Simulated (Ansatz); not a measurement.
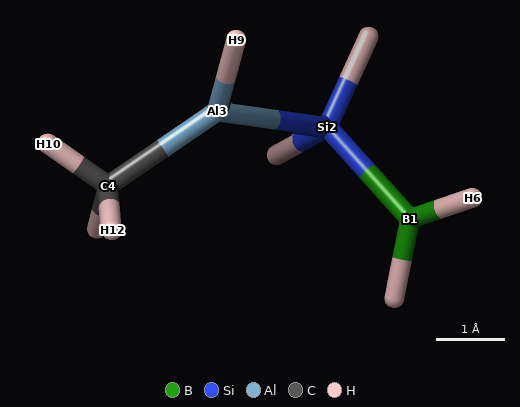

**Figure 1.** The input geometry (stick view, seen at a tilt; atoms are numbered from 1 in the order of the input). Sticks mark near contacts.

Nudged elastic band, with input and output: CH8AlBSi

CH8AlBSi, SMILES B[SiH2][AlH][CH3], computed with RKS B3LYP/def2-SVP (Ansatz 0.2.0).

One setting was made poor on purpose. It belongs to a series of runs on one base structure; here: band between the two ends. Figures and captions count atoms from 1; the log counts them from 0 in places.

**The program's output**
```
Engine: ansatz 0.2.0, aarch64-unknown-linux-gnu
Functional definition: B3LYP
  parameter a0 = 0.2
  parameter ax = 0.72
  parameter ac = 0.81
  exchange = (1 - a0 - ax)*slater_x + ax*b88_x + a0*exact_x
  correlation = (1 - ac)*vwn_rpa_c + ac*lyp_c
1110 factors; integrals over basis functions are off by at most 4.6e-4 eV
mean field evaluation 1: about -16305.5805 eV, gradient 5.1e1 eV
mean field evaluation 2: about -16301.0198 eV, gradient 6.1e1 eV
mean field evaluation 4: about -16312.5554 eV, gradient 1.6e0 eV
mean field evaluation 8: about -16312.5731 eV, gradient 1.5e-1 eV
mean field evaluation 16: about -16312.5732 eV, gradient 6.4e-5 eV
mean field -16312.57318886 eV, -599.4760076313 hartree, gradient 6.4e-5 eV, S^2 0.000000; 0 other end points of the search recorded, 0 dependent functions left out
the calculation of the forces begins
reference -16312.57349223 eV, -599.4760187802 hartree; 23, 23 occupied and 81, 81 virtual orbitals, 1110 factors
1110 factors; integrals over basis functions are off by at most 8.6e-4 eV
mean field evaluation 32: about -16312.5731 eV, gradient 6.5e-5 eV
mean field -16312.57313109 eV, -599.4760055085 hartree, gradient 6.5e-5 eV, S^2 0.000000; 0 other end points of the search recorded, 0 dependent functions left out
[... from here on the field's lines of each further geometry are left out, up to the last ...]
NEB iter   1: max|band force component| = 1.802e1 eV/Å  barrier→ = 4.0255 eV  barrier← = 4.0255 eV  Δτ_max = 0.2000 Å  (125 SCF iters)
NEB iter   2: max|band force component| = 2.130e0 eV/Å  barrier→ = 0.2023 eV  barrier← = 0.2023 eV  Δτ_max = 0.2000 Å  (82 SCF iters)
NEB iter   3: max|band force component| = 9.594e-1 eV/Å  barrier→ = 0.1106 eV  barrier← = 0.1105 eV  Δτ_max = 0.0771 Å  (81 SCF iters)
NEB iter   4: max|band force component| = 2.270e-1 eV/Å  barrier→ = 0.0478 eV  barrier← = 0.0478 eV  CI = image 2  Δτ_max = 0.1306 Å  (75 SCF iters)
NEB iter   5: max|band force component| = 1.362e-1 eV/Å  barrier→ = 0.0388 eV  barrier← = 0.0388 eV  CI = image 2  Δτ_max = 0.0739 Å  (74 SCF iters)
NEB iter   6: max|band force component| = 8.088e-2 eV/Å  barrier→ = 0.0299 eV  barrier← = 0.0299 eV  CI = image 2  Δτ_max = 0.0827 Å  (71 SCF iters)
NEB iter   7: max|band force component| = 5.293e-2 eV/Å  barrier→ = 0.0234 eV  barrier← = 0.0233 eV  CI = image 2  Δτ_max = 0.0964 Å  (72 SCF iters)
NEB iter   8: max|band force component| = 6.146e-2 eV/Å  barrier→ = 0.0174 eV  barrier← = 0.0173 eV  CI = image 2  Δτ_max = 0.0483 Å  (72 SCF iters)
NEB iter   9: max|band force component| = 6.037e-2 eV/Å  barrier→ = 0.0143 eV  barrier← = 0.0142 eV  CI = image 2  Δτ_max = 0.0483 Å  (72 SCF iters)
NEB iter  10: max|band force component| = 5.693e-1 eV/Å  barrier→ = 0.0119 eV  barrier← = 0.0118 eV  CI = image 1  Δτ_max = 0.0241 Å  (71 SCF iters)
NEB iter  11: max|band force component| = 2.912e-1 eV/Å  barrier→ = 0.0131 eV  barrier← = 0.0131 eV  CI = image 2  Δτ_max = 0.0483 Å  (74 SCF iters)
NEB iter  12: max|band force component| = 4.846e-2 eV/Å  barrier→ = 0.0097 eV  barrier← = 0.0097 eV  CI = image 2  Δτ_max = 0.0614 Å  (74 SCF iters)
NEB iter  13: max|band force component| = 7.756e-2 eV/Å  barrier→ = 0.0085 eV  barrier← = 0.0084 eV  CI = image 2  Δτ_max = 0.0308 Å  (71 SCF iters)
NEB iter  14: max|band force component| = 6.070e-2 eV/Å  barrier→ = 0.0082 eV  barrier← = 0.0081 eV  CI = image 2  Δτ_max = 0.0170 Å  (71 SCF iters)
the calculation of the forces begins
reference -16312.57011304 eV, -599.4758945969 hartree; 23, 23 occupied and 81, 81 virtual orbitals, 1110 factors
1110 factors; integrals over basis functions are off by at most 5.6e-4 eV
mean field evaluation 352: about -16312.5500 eV, gradient 1.5e0 eV
mean field -16312.56534977 eV, -599.4757195501 hartree, gradient 1.0e-5 eV, S^2 0.000000; 1 other end points of the search recorded, 0 dependent functions left out
the calculation of the forces begins
reference -16312.56565269 eV, -599.4757306824 hartree; 23, 23 occupied and 81, 81 virtual orbitals, 1110 factors
NEB iter  15: max|band force component| = 9.275e-3 eV/Å  barrier→ = 0.0078 eV  barrier← = 0.0078 eV  CI = image 2  Δτ_max = 0.0000 Å  (143 SCF iters)
```

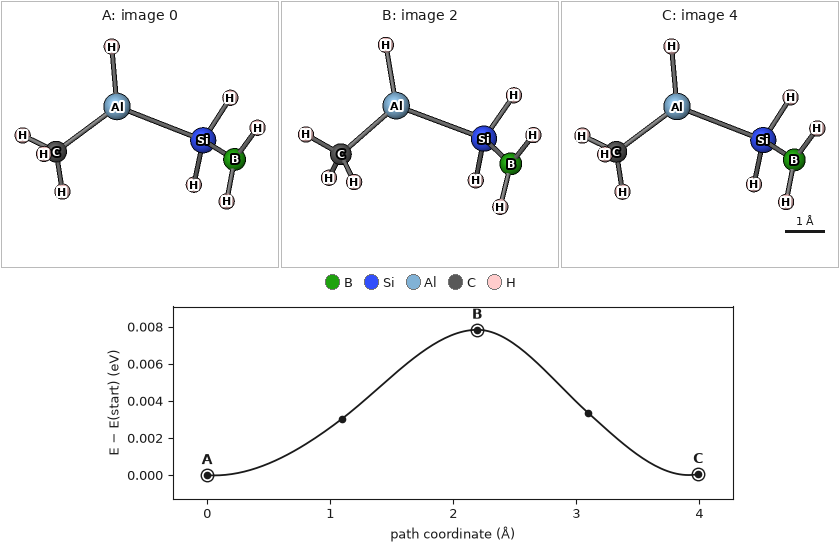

**Figure 2.** Images of the last band (counted from 0; ball-and-stick, seen at a tilt) above the energy along the path; the line is a cubic interpolation that uses the forces. The highest image is number 2, 0.008 eV above the start and 0.008 eV above the end (the climbing image); start and end have the same energy. The path is 3.99 Å long. The band converged in 15 iterations.

```
Total energy: -16312.56565269 eV, -599.4757306824 hartree
Atom 0 at    -1.715358     1.577060    -0.387315 Å, force     0.003468    -0.000598     0.009274 eV/Å
Atom 1 at    -1.315101     0.274777     1.051954 Å, force     0.001241     0.003709    -0.005583 eV/Å
Atom 2 at     1.097220    -0.226163     0.656912 Å, force     0.001772     0.002749    -0.001109 eV/Å
Atom 3 at     1.653645    -1.255060    -0.921037 Å, force    -0.000812    -0.002325    -0.000444 eV/Å
Atom 4 at    -2.011801     1.197969    -1.494913 Å, force     0.001698     0.004215     0.000722 eV/Å
Atom 5 at    -1.537359     2.760552    -0.224354 Å, force    -0.003495    -0.004836    -0.003237 eV/Å
Atom 6 at    -1.472177     0.788865     2.448115 Å, force    -0.000916    -0.002918     0.000475 eV/Å
Atom 7 at    -2.046874    -1.027719     0.927859 Å, force    -0.000353    -0.000416    -0.001246 eV/Å
Atom 8 at     2.167626     0.289765     1.716519 Å, force    -0.001425     0.001330    -0.002871 eV/Å
Atom 9 at     1.301637    -2.300262    -0.842962 Å, force    -0.003855    -0.001084     0.002258 eV/Å
Atom 10 at     1.207489    -0.851437    -1.847062 Å, force     0.002745    -0.002139     0.001985 eV/Å
Atom 11 at     2.747954    -1.283647    -1.049814 Å, force    -0.000069     0.002312    -0.000224 eV/Å
Dipole moment:     0.150793    -0.136036    -0.108630 e Å
this run last wrote the band of iteration 15 to [file]
```

**The last band as extended XYZ (Å, eV, eV/Å)**
```
12
Properties=species:S:1:pos:R:3:forces:R:3 image=0 energy=-16312.57319
B    -1.6787    1.7924   -0.2789   -0.0008   0.0117  -0.0032
Si   -1.3888    0.2426    0.9188    0.0043  -0.0062   0.0048
Al    1.0357   -0.2168    0.5589   -0.0001   0.0004   0.0002
C     1.6703   -1.4382   -0.8407    0.0018  -0.0016  -0.0053
H    -1.9384    1.6318   -1.4472   -0.0006  -0.0012  -0.0013
H    -1.4642    2.9180    0.1017   -0.0015  -0.0022  -0.0007
H    -1.5881    0.5187    2.3764   -0.0003   0.0003   0.0013
H    -2.1448   -0.9952    0.5460   -0.0017  -0.0014  -0.0009
H     2.0962    0.5252    1.4857    0.0002  -0.0001   0.0002
H     2.3701   -2.1844   -0.4238   -0.0009   0.0004   0.0007
H     0.8653   -1.9778   -1.3638    0.0002  -0.0002   0.0013
H     2.2423   -0.8716   -1.5992   -0.0005   0.0000   0.0029
12
Properties=species:S:1:pos:R:3:forces:R:3 image=1 energy=-16312.57014
B    -1.7037    1.6890   -0.3414   -0.0018  -0.0004  -0.0017
Si   -1.3476    0.2708    0.9957    0.0041  -0.0010   0.0023
Al    1.0657   -0.2248    0.6100   -0.0002   0.0057  -0.0009
C     1.6573   -1.3309   -0.9000    0.0015  -0.0018  -0.0015
H    -1.9767    1.4026   -1.4824    0.0015   0.0030   0.0016
H    -1.5231    2.8538   -0.0801    0.0007  -0.0004   0.0014
H    -1.5249    0.6744    2.4256   -0.0029  -0.0022  -0.0025
H    -2.0887   -1.0090    0.7526   -0.0026   0.0011   0.0004
H     2.1398    0.3459    1.6372   -0.0002   0.0008  -0.0008
H     1.8671   -2.3569   -0.5429    0.0027  -0.0028  -0.0006
H     0.9115   -1.4155   -1.7066    0.0005  -0.0027   0.0023
H     2.6002   -0.9548   -1.3338   -0.0032   0.0006   0.0001
12
Properties=species:S:1:pos:R:3:forces:R:3 image=2 energy=-16312.56535
B    -1.7154    1.5771   -0.3873    0.0035  -0.0006   0.0093
Si   -1.3151    0.2748    1.0520    0.0012   0.0037  -0.0056
Al    1.0972   -0.2262    0.6569    0.0018   0.0027  -0.0011
C     1.6536   -1.2551   -0.9210   -0.0008  -0.0023  -0.0004
H    -2.0118    1.1980   -1.4949    0.0017   0.0042   0.0007
H    -1.5374    2.7606   -0.2244   -0.0035  -0.0048  -0.0032
H    -1.4722    0.7889    2.4481   -0.0009  -0.0029   0.0005
H    -2.0469   -1.0277    0.9279   -0.0004  -0.0004  -0.0012
H     2.1676    0.2898    1.7165   -0.0014   0.0013  -0.0029
H     1.3016   -2.3003   -0.8430   -0.0039  -0.0011   0.0023
H     1.2075   -0.8514   -1.8471    0.0027  -0.0021   0.0020
H     2.7480   -1.2836   -1.0498   -0.0001   0.0023  -0.0002
12
Properties=species:S:1:pos:R:3:forces:R:3 image=3 energy=-16312.56981
B    -1.7254    1.5954   -0.3568   -0.0017   0.0012   0.0009
Si   -1.3263    0.2531    1.0437    0.0001  -0.0031  -0.0015
Al    1.0910   -0.1971    0.6217   -0.0003   0.0018  -0.0002
C     1.6550   -1.3136   -0.8916    0.0010  -0.0017  -0.0005
H    -2.0221    1.2486   -1.4748    0.0007   0.0010  -0.0006
H    -1.5439    2.7730   -0.1610   -0.0011  -0.0005   0.0014
H    -1.4796    0.7278    2.4542    0.0009  -0.0003   0.0005
H    -2.0495   -1.0496    0.8841    0.0004   0.0007  -0.0003
H     2.1718    0.4764    1.5765    0.0006   0.0026  -0.0018
H     0.9559   -2.1410   -1.0981   -0.0020   0.0007  -0.0011
H     1.6850   -0.6937   -1.8082    0.0024   0.0000   0.0011
H     2.6649   -1.7347   -0.7557   -0.0010  -0.0024   0.0021
12
Properties=species:S:1:pos:R:3:forces:R:3 image=4 energy=-16312.57313
B    -1.7723    1.6881   -0.2855    0.0019   0.0031   0.0011
Si   -1.3411    0.2407    0.9961    0.0057   0.0006   0.0018
Al    1.0757   -0.1433    0.5144    0.0066   0.0031  -0.0024
C     1.6794   -1.4074   -0.8613    0.0017  -0.0014  -0.0070
H    -2.0911    1.4322   -1.4219   -0.0012   0.0006   0.0016
H    -1.5890    2.8463    0.0023   -0.0019  -0.0042  -0.0009
H    -1.4643    0.6103    2.4415   -0.0018   0.0002  -0.0025
H    -2.0611   -1.0504    0.7565   -0.0008  -0.0005  -0.0008
H     2.1569    0.6886    1.3364   -0.0068  -0.0058  -0.0036
H     0.8722   -2.0178   -1.2964    0.0043   0.0044   0.0057
H     2.1619   -0.8525   -1.6882   -0.0026  -0.0046   0.0087
H     2.4496   -2.0902   -0.4599   -0.0050   0.0044  -0.0018
```

This output came from the following input.

**Input file**
```yaml
crystal:
  periodic: [false, false, false]
  atoms:
    - { symbol: B, position_ang: [-1.67869, 1.792383, -0.278931] }
    - { symbol: Si, position_ang: [-1.388833, 0.24258, 0.918816] }
    - { symbol: Al, position_ang: [1.035707, -0.216769, 0.558886] }
    - { symbol: C, position_ang: [1.670287, -1.438186, -0.840673] }
    - { symbol: H, position_ang: [-1.9384, 1.63176, -1.447194] }
    - { symbol: H, position_ang: [-1.464203, 2.91796, 0.101744] }
    - { symbol: H, position_ang: [-1.588063, 0.518684, 2.376447] }
    - { symbol: H, position_ang: [-2.144779, -0.995181, 0.545989] }
    - { symbol: H, position_ang: [2.096178, 0.525246, 1.485654] }
    - { symbol: H, position_ang: [2.37014, -2.184383, -0.423812] }
    - { symbol: H, position_ang: [0.865257, -1.977818, -1.363786] }
    - { symbol: H, position_ang: [2.2423, -0.871576, -1.599238] }
basis:
  gaussian: { orbitals: def2-SVP }
hamiltonian:
  xc: b3lyp
neb:
  order_check: false
  images: 3
  f_tol: 0.03
  max_iterations: 60
  climbing: true
  final_atoms:
    - { symbol: B, position_ang: [-1.77233789, 1.68809139, -0.28554861] }
    - { symbol: Si, position_ang: [-1.34112669, 0.24070823, 0.99612173] }
    - { symbol: Al, position_ang: [1.07573616, -0.14325189, 0.5144435] }
    - { symbol: C, position_ang: [1.67941624, -1.40740193, -0.86130335] }
    - { symbol: H, position_ang: [-2.0910601, 1.43221514, -1.42190688] }
    - { symbol: H, position_ang: [-1.58899263, 2.846349, 0.00225403] }
    - { symbol: H, position_ang: [-1.46425015, 0.61027413, 2.44153314] }
    - { symbol: H, position_ang: [-2.06113994, -1.05041315, 0.75648876] }
    - { symbol: H, position_ang: [2.15691577, 0.68859458, 1.33639755] }
    - { symbol: H, position_ang: [0.87221768, -2.0177554, -1.29641576] }
    - { symbol: H, position_ang: [2.16187351, -0.85252103, -1.68822678] }
    - { symbol: H, position_ang: [2.44964906, -2.09018905, -0.45993532] }
  initial_path:
    images:
      - { positions_ang: [[-1.67869, 1.792383, -0.278931], [-1.388833, 0.24258, 0.918816], [1.035707, -0.216769, 0.558886], [1.670287, -1.438186, -0.840673], [-1.9384, 1.63176, -1.447194], [-1.464203, 2.91796, 0.101744], [-1.588063, 0.518684, 2.376447], [-2.144779, -0.995181, 0.545989], [2.096178, 0.525246, 1.485654], [2.37014, -2.184383, -0.423812], [0.865257, -1.977818, -1.363786], [2.2423, -0.871576, -1.599238]] }
      - { positions_ang: [[-1.6783167, 1.61019226, -0.34147786], [-1.28424498, 0.28078807, 0.9816973], [1.03631879, -0.26354682, 0.62834478], [1.66259777, -1.35050952, -0.90082881], [-1.81038956, 1.34806, -1.49561578], [-1.77852467, 2.75303634, -0.04802285], [-1.43282342, 0.78297125, 2.34926896], [-2.06536509, -0.92822463, 0.80272695], [2.13945196, 0.29474407, 1.66558935], [1.71282865, -2.18197719, -0.74753916], [1.10196454, -1.26027748, -1.59118608], [2.47340372, -1.14055635, -1.26905483]] }
      - { positions_ang: [[-1.67794339, 1.42800151, -0.40402471], [-1.17965696, 0.31899614, 1.0445786], [1.03693059, -0.31032465, 0.69780357], [1.65490854, -1.26283304, -0.96098462], [-1.68237913, 1.06436, -1.54403755], [-2.09284633, 2.58811268, -0.1977897], [-1.27758385, 1.0472585, 2.32209092], [-1.98595119, -0.86126826, 1.05946489], [2.18272592, 0.06424214, 1.84552471], [1.05551729, -2.17957137, -1.07126631], [1.33867207, -0.54273695, -1.81858615], [2.70450744, -1.4095367, -0.93887165]] }
      - { positions_ang: [[-1.72514064, 1.55804645, -0.34478666], [-1.26039183, 0.27985219, 1.02035016], [1.05633337, -0.22678827, 0.60612353], [1.66716239, -1.33511748, -0.91114398], [-1.88671961, 1.24828757, -1.48297221], [-1.84091948, 2.71723084, -0.09776783], [-1.370917, 0.82876631, 2.38181203], [-2.02354556, -0.9558407, 0.90797682], [2.16982084, 0.37641836, 1.59096113], [0.96386749, -2.09866339, -1.18384103], [1.75027279, -0.69762899, -1.75340647], [2.57707825, -1.74986287, -0.69940349]] }
      - { positions_ang: [[-1.77233789, 1.68809139, -0.28554861], [-1.34112669, 0.24070823, 0.99612173], [1.07573616, -0.14325189, 0.5144435], [1.67941624, -1.40740193, -0.86130335], [-2.0910601, 1.43221514, -1.42190688], [-1.58899263, 2.846349, 0.00225403], [-1.46425015, 0.61027413, 2.44153314], [-2.06113994, -1.05041315, 0.75648876], [2.15691577, 0.68859458, 1.33639755], [0.87221768, -2.0177554, -1.29641576], [2.16187351, -0.85252103, -1.68822678], [2.44964906, -2.09018905, -0.45993532]] }
```

Launched with:
```bash
ansatz run input.yaml --threads 2 --pin off --max-ram 3072MiB --backend cpu --events-out ev --progress --plain --runs-dir out
```

**Key numbers**

| quantity | value |
| --- | --- |
| outcome | converged |
| barrier, forward | 0.008 eV |
| barrier, backward | 0.008 eV |
| hardware | 2 threads of Arm Neoverse V1, 24 GiB of memory available, shared host |
| wall time | 1.9 min (CPU time 3.6 min) |
| peak memory | 0.21 GiB |

**Remarks**

A deliberately poor setting: few images. The order of the saddle point was not checked.
